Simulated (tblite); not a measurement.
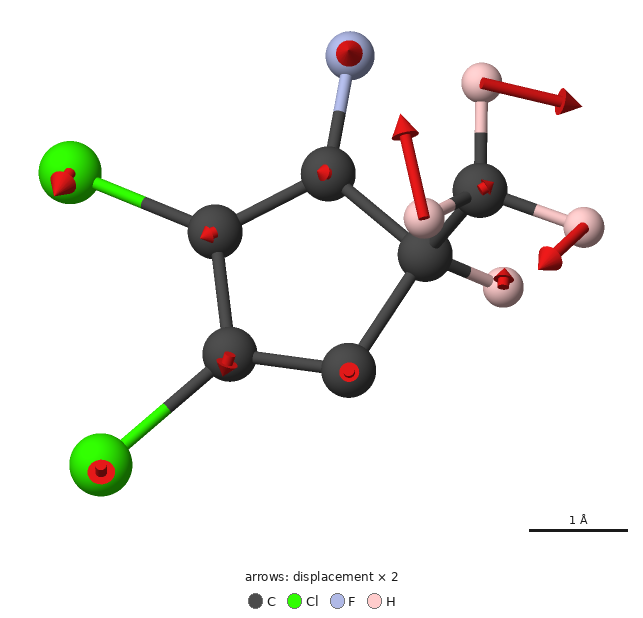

A relaxation of C₆H₄Cl₂F (multiplicity 2). The starting structure is drawn; red arrows show the displacements, 2 times their true length. The two geometries are superimposed by the best rigid fit.

Style: ball-and-stick. Shown at a tilt.

All numbers below come from GFN2-xTB geometry optimisation, gas phase in tblite 0.8.0. 

Describe the change and its energy.

Answer. The energy falls by 12.1 kcal/mol in 60 geometry steps. The largest move after the best rigid fit is that of an H atom, 0.57 Å. By element the largest moves are H 0.57 Å, Cl 0.21 Å, F 0.19 Å, C 0.13 Å. Near-neighbour distances that change, for instance: C–Cl 1.772 → 1.699 Å, C–H 1.135 → 1.086 Å, C–C 1.448 → 1.488 Å, C–C 1.302 → 1.342 Å. Among the angles between lasting bonds that change: C–C–Cl 124.7° → 131.4°, C–C–C 108.0° → 114.6°, C–C–C 106.9° → 113.5°. Groups turn about C–C by about 30°.
